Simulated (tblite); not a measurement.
# Run report: C$_{5}$H$_{9}$NSSi, nudged elastic band

C$_{5}$H$_{9}$NSSi, computed with GFN2-xTB climbing-image nudged elastic band, gas phase (tblite 0.8.0).

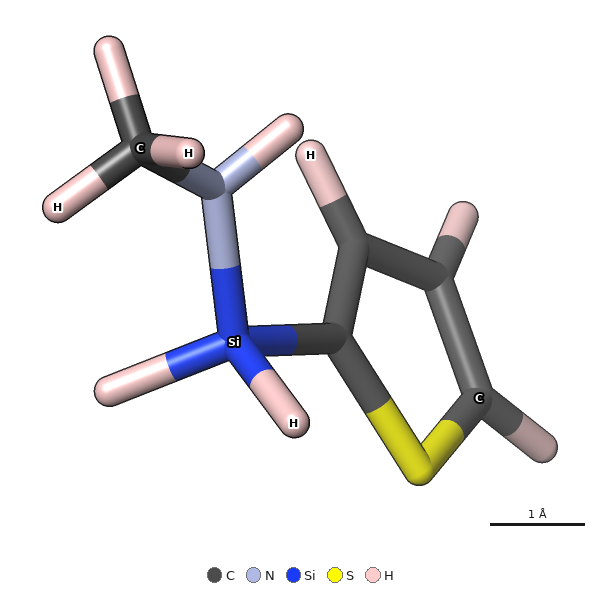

**Figure 1.** The input geometry (stick view, seen at a tilt).

The input
```
{"job": {"kind": "neb", "xc": "GFN2-xTB", "basis": "xTB", "atoms": [3, 2, 1, 0], "turn": 120}, "charge": 0, "multiplicity": 1}
C     -2.941305     0.291972     1.204838
N     -1.557836     0.249067     0.802257
Si    -1.002936    -0.733914    -0.490294
C      0.824375    -0.352392    -0.600720
C      1.523327     0.740423    -0.183087
C      2.903923     0.681029    -0.470628
C      3.245901    -0.463396    -1.115003
S      1.884190    -1.478895    -1.378525
H     -3.564929     0.234182     0.316302
H     -3.154443     1.228982     1.722459
H     -3.213295    -0.538563     1.865566
H     -0.939529     0.398565     1.585977
H     -1.721359    -0.298136    -1.693236
H     -1.167461    -2.189671    -0.333542
H      1.055145     1.569300     0.317654
H      3.605970     1.453174    -0.209175
H      4.213263    -0.779698    -1.451567
```

The first line tells a small driver script what to run in tblite; the rest is the geometry in Å.

Command:
```bash
OMP_NUM_THREADS=1 python <driver script> task.json out
```

Log
```
image   E - E0 / eV
  0       0.0000
  1       0.0208
  2       0.0651
  3       0.1149
  4       0.1463
  5       0.1423
  6       0.1176
  7       0.0976
  8       0.0835
```

Results in brief

```tsv
quantity	value
outcome	converged
forward barrier	0.146 eV
hardware	1 CPU thread, shared host
wall time	15 s
peak memory	0.19 GiB
```
